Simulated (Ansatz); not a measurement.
```xyz
10

W     0.5216   -0.3110   -0.5940
H    -0.9532   -0.5839    3.1543
F     2.0312    0.5175   -1.3874
H     0.7410    1.0350    0.4137
H    -0.8847    0.3104    0.1160
F    -0.6371   -1.8396   -0.5323
F    -0.3073    0.0453   -2.2308
O     1.5169   -1.2902    0.6470
H     1.5040   -2.2159    0.9521
H    -0.1912   -0.5407    3.0642
```

Core potentials replace the inner electrons of W.

Computed with RKS PBE-D4/def2-SVP in Ansatz 0.2.0.

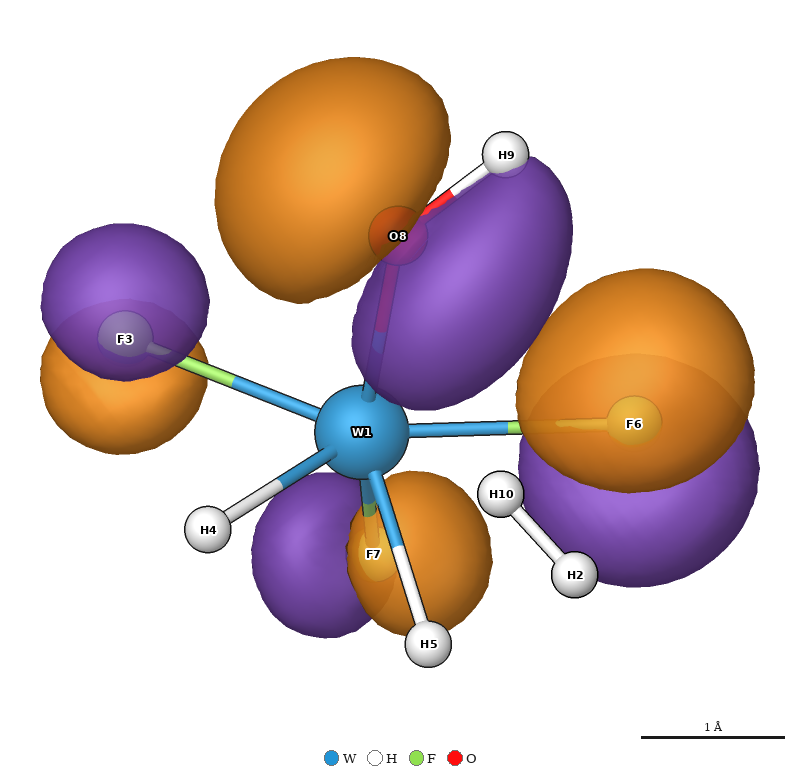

F$_{3}$H$_{3}$OW···H$_{2}$. The HOMO−1 at ±0.1 Å⁻³ᐟ² (orange and purple are the two phases), seen at an oblique angle.

Question: What is the character of this orbital?

Answer: By Hirshfeld shares it lies mainly on F6 (about 40 %), O8 (about 40 %), F3 (about 5 %) and F7 (about 5 %); largely a combination of lone pairs on F6, O8, F3 and F7. Its energy is −8.76 eV.
